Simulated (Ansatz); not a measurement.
# TaN (P6/mmm): zone-centre modes under pressure, part 2 of 3

Wanted: Grüneisen parameters and pressure coefficients of the modes of TaN (P6/mmm).

Ansatz 0.2.0; DFT PBEsol, scalar-relativistic, plane waves, PAW; PAW set soft_1.

So far. Step 3 (Tight relaxation): The forces vanish by symmetry and the pressure is -0.005 GPa, within the tolerances set. The cell now holds 11.35 Å³/atom.

**4. Zone-centre response at rest**

The force constants come from the linear response of the density to a displacement.

The modes at rest are the reference of the series.

input.yaml

```yaml
crystal:
  lattice:
    - [5.2045441177, 0.0, 0.0]
    - [-2.6022720588, 4.507267421, 0.0]
    - [0.0, 0.0, 2.9027224367]
  atoms:
    - { symbol: "N", position: [0.5, 0.0, 0.0] }
    - { symbol: "N", position: [0.5, 0.5, 0.0] }
    - { symbol: "N", position: [0.0, 0.5, 0.0] }
    - { symbol: Ta, position: [0.0, 0.0, 0.0] }
    - { symbol: Ta, position: [0.3333333333, 0.6666666667, 0.5] }
    - { symbol: Ta, position: [0.6666666667, 0.3333333333, 0.5] }
kpoints:
  mp_grid: { grid: [9, 9, 12] }
hamiltonian:
  xc: pbesol
  pseudopotentials: { kind: paw, azcp: { folder: soft_1 }, xc_functional: pbe }
scf:
  occupations: { method: methfessel_paxton, width: 0.2 }
output:
  eigenvalues: true
phonons:
  method: dfpt
```

Launch:

```bash
ansatz run input.yaml --threads 8 --pin off --max-ram 16384MiB --backend cpu --events-out ev --progress --plain --runs-dir out
```

Numbers of over 12 decimals in the logs are rounded to 6 here.

The program printed:

```text
zone centre: on kpoints.mp_grid the ground state, and the responses unless they are solved on pairs of k-points, stand on 175 of the mesh's 972 k-points, reduced under 4 symmetry operations, with k and −k counted as one. Each operation leaves every solved displacement unchanged or reverses it
[...]
Crystal: 6 atoms, lattice volume = 68.093 Å³
Basis set: ecut = 420 eV, 1287 PW (Γ), exchange–correlation on 72×72×40 points (8 copies of the dense FFT grid, shifted against one another)
Bands: 33, of which v1, the nominal top of the filled ones, is band 27 counted from 1 (26 counted from 0)
Symmetry: 24 space group operations
k-points: 175 of 972 (irreducible under 4 space group operations, time reversal used)
[...]
SCF iter   1: F=—  HF=-30564.061762 eV  |F-HF|=—  |Δ(HF+E_count)|=         —  Δρ=7.21e-2  dr2=4.25e0  ethr=3.10e-3  ⟨swp⟩=4.6  Hψ=22571  notcnv=0
[...]
SCF iter  10: F=-30563.033025 eV  HF=-30563.033025 eV  |F-HF|=3.64e-12  |Δ(HF+E_count)|=  9.46e-11  S|Δr|=    0.00e0  Δρ=1.29e-7  dr2=7.88e-12  ethr=1.00e-12  ⟨swp⟩=9.0  Hψ=33259  notcnv=0
SCF 1 converged in 10 iterations: F = -30563.033025 eV  dr2 = 7.88e-12
[...]
DFPT response loops at Γ: preconditioner auto → Kerker (q_TF=auto, 2.625 Å⁻¹) (partly filled bands, converged f_vac=0.000); β = 1.00, the filter's whole step (`scf.mixing.beta` (0.50) is not read by the response loops under this deck's `scf.mixing.preconditioner`; to damp them name `kerker` or `kerker_dos`, under which they read `scf.mixing.beta`, and type it under 1.00, their step now; both keys bind the ground state too); Broyden in place of MSR1
SCF converged after 10 iterations
[...]
Free energy (F): -30563.033025 eV
[...]
Internal energy: -30563.037071 eV  (E = F + TS)
E sigma→0 (E₀):  -30563.034037 eV
Entropy (-TS):   0.004046 eV (0.674 meV/atom)
Fermi energy:    19.322119 eV
[...]
--- Band table (eV; the first three rows and the last of 175) ---
  k-point 0: bands = [... 23 lower, 16.2324, 16.7538, 17.1636, 18.0050, 18.0050, 20.1248, 20.1248, 20.4206, ... 2 higher]
  k-point 1: bands = [... 23 lower, 16.0607, 16.7900, 17.4772, 18.1650, 18.1650, 20.2322, 20.2322, 20.5001, ... 2 higher]
  k-point 2: bands = [... 23 lower, 16.3284, 16.8909, 18.3120, 18.5704, 18.5704, 19.5874, 19.5874, 20.7255, ... 2 higher]
  k-point 174: bands = [... 23 lower, 15.8288, 16.1143, 16.8474, 18.1817, 21.1223, 21.4171, 21.6305, 21.8491, ... 2 higher]
--- Phonons (Γ-DFPT): 7 representative perturbations + reference, on 175 of 972 k-points (Σ response iterations 22) ---
  k mesh reduced under 4 symmetry operations, with k and −k counted as one. Each operation leaves every solved displacement unchanged or reverses it
  ASR residual: 7.711e-5 → 0.000e0 eV/Å²; symmetrization residual: 2.306e-6 eV/Å²
  ASR residual per site (eV/Å²): 7.71e-5 6.91e-5 6.91e-5 3.55e-5 3.21e-5 3.21e-5
  Γ frequencies (cm⁻¹): -542.81 -229.59 -229.59 0.00 0.00 0.00 114.94 178.90 183.62 183.62 233.27 233.27 595.96 609.52 609.52 733.24 733.24 921.52
  non-analytic LO–TO correction: not included (Born effective charges unavailable; polar crystals: no LO–TO splitting at Γ)
```

Elapsed: 82 s, on 8 threads of Arm Neoverse N1, shared host; peak memory 1.5 GiB.

The column dr2 measures how far the density is from self-consistency, as an energy; F and HF (Harris–Foulkes) agree once it is small.

This step gave:

| Item | Value |
| --- | --- |
| sum-rule residual before enforcement | 7.71e-5 eV/Å² |
| point group | 6/mmm |
| highest optical mode at the zone centre (no LO-TO term) | 921.5 cm⁻¹ |
| lowest optical zone-centre mode | -542.8 cm⁻¹ |

Patterns of degenerate modes are one choice out of their space. Modes at Γ, with each element's share of the kinetic energy (negative means imaginary):

```tsv
mode	frequency (cm⁻¹)	symmetry	N %	Ta %
1	-542.8	B1u	100	0
2	-229.6	E1u	67	33
3	-229.6	E1u	67	33
4	0.0	acoustic	7	93
5	0.0	acoustic	7	93
6	0.0	acoustic	7	93
7	114.9	A2u	1	99
8	178.9	B1g	0	100
9	183.6	E1u	29	71
10	183.6	E1u	29	71
11	233.3	E2g	0	100
12	233.3	E2g	0	100
13	596.0	A2u	92	8
14	609.5	E2u	100	0
15	609.5	E2u	100	0
16	733.2	E1u	96	4
17	733.2	E1u	96	4
18	921.5	B2u	100	0
```

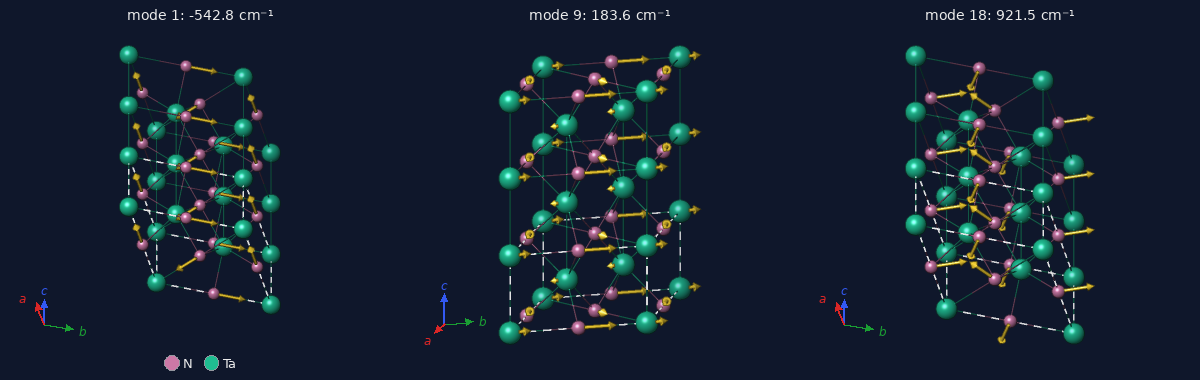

Displacement patterns of modes 1, 9 and 18 at Γ; arrows are exaggerated. 1×1×3 cells are drawn. Some periodic images of atoms are drawn too.

Before it was imposed, the acoustic sum rule was missed by 7.7e-5 eV/Å². Small misses are needed for a sound result but don't prove that mesh and cutoff are converged. The lowest optical mode is imaginary, 542.8i cm⁻¹, so the energy falls along it.

**5. A member of the series: 1.06 times the volume at rest**

The cell is set to 1.06 times the volume at rest, and shape and atoms relax at that volume.

input.yaml, the sections that differ from step 4:

```yaml
crystal:
  lattice:
    - [5.325466541, 0.0, 0.0]
    - [-2.6627332705, 4.6119893115, 0.0]
    - [0.0, 0.0, 2.9387418846]
  atoms:
    - { symbol: "N", position: [0.5, 0.0, 0.0] }
    - { symbol: "N", position: [0.5, 0.5, 0.0] }
    - { symbol: "N", position: [0.0, 0.5, 0.0] }
    - { symbol: Ta, position: [0.0, 0.0, 0.0] }
    - { symbol: Ta, position: [0.3333333333, 0.6666666667, 0.5] }
    - { symbol: Ta, position: [0.6666666667, 0.3333333333, 0.5] }
output:
  forces: true
  stress: true
  eigenvalues: true
relax:
  adjacent_minimum: "off"
  f_tol: 0.001
  max_steps: 60
  cell: { stress_tol: 0.01, fix: [volume] }
# kpoints, hamiltonian, scf: as in step 4
# phonons: removed
```

The program printed:

```text
[...]
Crystal: 6 atoms, lattice volume = 72.178 Å³
Basis set: ecut = 420 eV, 1407 PW (Γ), exchange–correlation on 72×72×40 points (8 copies of the dense FFT grid, shifted against one another)
Bands: 33, of which v1, the nominal top of the filled ones, is band 27 counted from 1 (26 counted from 0)
Symmetry: 24 space group operations
[...]
k-points: 84 of 972
[...]
cell:  # Å, volume = 72.1784 Å³
    - [5.334474, 0.0, 0.0]
    - [-2.667237, 4.619790, 0.0]
    - [0.0, 0.0, 2.928826]
  atoms:
    - { symbol: N, position: [0.5, 0, 0.0] }
    - { symbol: N, position: [0.5, 0.500000, 0.0] }
    - { symbol: N, position: [-2.7755575615628914e-17, 0.500000, 0.0] }
    - { symbol: Ta, position: [0, 0, 0.0] }
    - { symbol: Ta, position: [0.333333, 0.666667, 0.5] }
    - { symbol: Ta, position: [0.666667, 0.333333, 0.5] }
[key lines of the parts left out:]
SCF converged after 4 iterations
Free energy (F): -30562.825929 eV
Fermi energy:    18.086583 eV
P = ⅓ Tr σ = -15.4415 GPa (-154.415 kbar)
```

The job ended after 19 s (8 threads; peak memory 0.55 GiB).

The steps of the relaxation:

```tsv
step	energy less that of the first step (eV)	largest force component (eV/Å)	pressure (GPa)	volume (Å³)
1	0.0000	0.0000	-15.82	72.18
2	0.0006	0.0000	-15.01	72.18
3	-0.0016	0.0000	-15.45	72.18
4	-0.0016	0.0000	-15.44	72.18
5*	-0.0017	0.0000	-15.44	72.18
6	-0.0017	0.0000	-15.44	72.18
7*	-0.0016	0.0000	-15.44	72.18
```

Relaxation steps marked * repeat the geometry before them on a plane-wave basis chosen anew for their cell, so energy and pressure can jump there. Relaxation step 2 was tried and not accepted.

The run keeps the 24 symmetry operations that it works with, so distortions that break them were not tested.

```tsv
conventional cell, symmetrised	before	after	change
a (Å)	5.325	5.334	+0.2 %
b (Å)	5.325	5.334	+0.2 %
c (Å)	2.939	2.929	-0.3 %
volume (Å³/atom)	12.03	12.03	-0.0 %
```

The relaxed structure:

```xyz
6
Lattice="5.3345 0.0000 0.0000 -2.6672 4.6198 0.0000 0.0000 0.0000 2.9288" Properties=species:S:1:pos:R:3 pbc="T T T"
N     2.6672    0.0000    0.0000
N     1.3336    2.3099    0.0000
N    -1.3336    2.3099    0.0000
Ta    0.0000    0.0000    0.0000
Ta    0.0000    3.0799    1.4644
Ta    2.6672    1.5399    1.4644
```

This step gave:

```yaml
pressure: -15.44 GPa
volume_per_atom: 12.03 Å³
```

The forces vanish by symmetry, at a pressure of -15.44 GPa.

**6. Zone-centre modes of the member: 1.06 times the volume at rest**

The zone-centre modes follow for 1.06 times the volume at rest.

input.yaml, the sections that differ from step 5:

```yaml
crystal:
  lattice:
    - [5.3344737913, 0.0, 0.0]
    - [-2.6672368956, 4.6197898191, 0.0]
    - [0.0, 0.0, 2.9288261413]
  atoms:
    - { symbol: "N", position: [0.5, 0.0, 0.0] }
    - { symbol: "N", position: [0.5, 0.5, 0.0] }
    - { symbol: "N", position: [0.0, 0.5, 0.0] }
    - { symbol: Ta, position: [0.0, 0.0, 0.0] }
    - { symbol: Ta, position: [0.3333333333, 0.6666666667, 0.5] }
    - { symbol: Ta, position: [0.6666666667, 0.3333333333, 0.5] }
output:
  eigenvalues: true
phonons:
  method: dfpt
# kpoints, hamiltonian, scf: as in step 5
# relax: removed
```

The program printed:

```text
[...]
Crystal: 6 atoms, lattice volume = 72.178 Å³
Basis set: ecut = 420 eV, 1431 PW (Γ), exchange–correlation on 72×72×40 points (8 copies of the dense FFT grid, shifted against one another)
Bands: 33, of which v1, the nominal top of the filled ones, is band 27 counted from 1 (26 counted from 0)
Symmetry: 24 space group operations
k-points: 175 of 972 (irreducible under 4 space group operations, time reversal used)
[...]
SCF iter   1: F=—  HF=-30563.893022 eV  |F-HF|=—  |Δ(HF+E_count)|=         —  Δρ=6.88e-2  dr2=4.68e0  ethr=3.10e-3  ⟨swp⟩=4.5  Hψ=22563  notcnv=0
[...]
SCF iter  11: F=-30562.825929 eV  HF=-30562.825929 eV  |F-HF|=1.09e-11  |Δ(HF+E_count)|=  7.28e-12  S|Δr|=    0.00e0  Δρ=2.48e-8  dr2=2.60e-13  ethr=1.00e-12  ⟨swp⟩=9.7  Hψ=26796  notcnv=0
SCF 1 converged in 11 iterations: F = -30562.825929 eV  dr2 = 2.60e-13
[...]
SCF converged after 11 iterations
[...]
Free energy (F): -30562.825929 eV
[...]
Internal energy: -30562.831278 eV  (E = F + TS)
E sigma→0 (E₀):  -30562.827266 eV
Entropy (-TS):   0.005349 eV (0.892 meV/atom)
Fermi energy:    18.086583 eV
[...]
--- Band table (eV; the first three rows and the last of 175) ---
  k-point 0: bands = [... 23 lower, 15.0399, 15.6188, 15.9204, 16.8387, 16.8387, 18.8781, 18.9562, 18.9562, ... 2 higher]
  k-point 1: bands = [... 23 lower, 14.9567, 15.6547, 16.2347, 16.9893, 16.9893, 18.9548, 19.0591, 19.0591, ... 2 higher]
  k-point 2: bands = [... 23 lower, 15.2255, 15.7534, 17.0521, 17.3671, 17.3671, 18.4307, 18.4307, 19.1748, ... 2 higher]
  k-point 174: bands = [... 23 lower, 14.7698, 15.1211, 15.7726, 17.0168, 19.6938, 19.9502, 20.2989, 20.3491, ... 2 higher]
[...]
ASR residual: 3.348e-5 → 0.000e0 eV/Å²; symmetrization residual: 2.754e-6 eV/Å²
  ASR residual per site (eV/Å²): 8.92e-6 8.40e-6 8.40e-6 1.21e-5 3.35e-5 3.35e-5
[...]
```

Elapsed: 84 s, on 8 threads; peak memory 1.6 GiB; 10 min of CPU time.

Numbers from this step:

- sum-rule residual before enforcement: 3.35e-5 eV/Å²
- highest optical mode at the zone centre (no LO-TO term): 849.0 cm⁻¹
- lowest optical zone-centre mode: -499.2 cm⁻¹

Patterns of degenerate modes are one choice out of their space. Modes at Γ, with each element's share of the kinetic energy (negative means imaginary):

```tsv
mode	frequency (cm⁻¹)	symmetry	N %	Ta %
1	-499.2	B1u	100	0
2	-221.8	E1u	63	37
3	-221.8	E1u	63	37
4	0.0	acoustic	7	93
5	0.0	acoustic	7	93
6	0.0	acoustic	7	93
7	105.1	A2u	1	99
8	155.2	B1g	0	100
9	180.6	E1u	33	67
10	180.6	E1u	33	67
11	214.4	E2g	0	100
12	214.4	E2g	0	100
13	527.3	A2u	92	8
14	546.2	E2u	100	0
15	546.2	E2u	100	0
16	661.5	E1u	97	3
17	661.5	E1u	97	3
18	849.0	B2u	100	0
```

The lowest optical mode is imaginary, 499.2i cm⁻¹, so the energy falls along it, and the highest lies at 849.0 cm⁻¹.

For the highest optical mode at the zone centre (no LO-TO term), step 4 gave 922 cm⁻¹; this run, with volume ratio 1.06, gives 849 cm⁻¹ (-8 %).

**7. Relaxation of a member: 0.9 times the volume at rest**

The cell is set to 0.9 times the volume at rest, and shape and atoms relax at that volume.

input.yaml, the sections that differ from step 6:

```yaml
crystal:
  lattice:
    - [4.9850514657, 0.0, 0.0]
    - [-2.4925257329, 4.3171812085, 0.0]
    - [0.0, 0.0, 2.8475680745]
  atoms:
    - { symbol: "N", position: [0.5, 0.0, 0.0] }
    - { symbol: "N", position: [0.5, 0.5, 0.0] }
    - { symbol: "N", position: [0.0, 0.5, 0.0] }
    - { symbol: Ta, position: [0.0, 0.0, 0.0] }
    - { symbol: Ta, position: [0.3333333333, 0.6666666667, 0.5] }
    - { symbol: Ta, position: [0.6666666667, 0.3333333333, 0.5] }
output:
  forces: true
  stress: true
  eigenvalues: true
relax:
  adjacent_minimum: "off"
  f_tol: 0.001
  max_steps: 60
  cell: { stress_tol: 0.01, fix: [volume] }
# kpoints, hamiltonian, scf: as in step 6
# phonons: removed
```

The program printed:

```text
[...]
Crystal: 6 atoms, lattice volume = 61.284 Å³
Basis set: ecut = 420 eV, 1227 PW (Γ), exchange–correlation on 72×72×40 points (8 copies of the dense FFT grid, shifted against one another)
Bands: 33, of which v1, the nominal top of the filled ones, is band 27 counted from 1 (26 counted from 0)
Symmetry: 24 space group operations
[...]
k-points: 84 of 972
[...]
cell:  # Å, volume = 61.2836 Å³
    - [4.974125, 2.880409059098504e-11, 0]
    - [-2.487062, 4.307719, 0]
    - [0, 0, 2.860092]
  atoms:
    - { symbol: N, position: [0.500000, 0, 0] }
    - { symbol: N, position: [0.5, 0.5, 0] }
    - { symbol: N, position: [0, 0.500000, 0] }
    - { symbol: Ta, position: [0, 0, 0] }
    - { symbol: Ta, position: [0.333333, 0.666667, 0.5] }
    - { symbol: Ta, position: [0.666667, 0.333333, 0.5] }
[key lines of the parts left out:]
SCF converged after 4 iterations
Free energy (F): -30562.272670 eV
Fermi energy:    21.640449 eV
P = ⅓ Tr σ = 39.1483 GPa (391.483 kbar)
```

Elapsed: 17 s, on 8 threads; peak memory 0.53 GiB.

Relaxation path:

```tsv
step	energy less that of the first step (eV)	largest force component (eV/Å)	pressure (GPa)	volume (Å³)
1	0.0000	0.0000	39.84	61.28
2	-0.0024	0.0000	38.86	61.28
3	-0.0029	0.0000	39.15	61.28
4	-0.0029	0.0000	39.15	61.28
5*	-0.0029	0.0000	39.15	61.28
6	-0.0029	0.0000	39.15	61.28
7*	-0.0029	0.0000	39.15	61.28
```

Relaxation steps marked * repeat the geometry before them on a plane-wave basis chosen anew for their cell, so energy and pressure can jump there.

Forces are held to the 24 operations that the run works with; a distortion that breaks them can't arise in this run.

```tsv
conventional cell, symmetrised	before	after	change
a (Å)	4.985	4.974	-0.2 %
b (Å)	4.985	4.974	-0.2 %
c (Å)	2.848	2.860	+0.4 %
volume (Å³/atom)	10.21	10.21	-0.0 %
```

Final coordinates:

```
N Ta
1.0
     4.97412    0.00000    0.00000
    -2.48706    4.30772    0.00000
     0.00000    0.00000    2.86009
N Ta
3 3
Cartesian
  2.4871 0.0000 0.0000
  1.2435 2.1539 0.0000
  -1.2435 2.1539 0.0000
  0.0000 0.0000 0.0000
  0.0000 2.8718 1.4300
  2.4871 1.4359 1.4300
```

This step gave:

```yaml
pressure: 39.15 GPa
volume_per_atom: 10.21 Å³
```

The forces vanish by symmetry, at a pressure of 39.15 GPa.

(Continued in part 3 of 3.)

[Logs are printed without paths, hosts, clocks, repeated set-up lines and the standing remarks that a program may print on its own settings, such as how far it seeks lower states.]

[Hosts, paths, dates, database ids (printed as entryN), source tags and the programs' standing remarks are cut or masked in the printed files.]
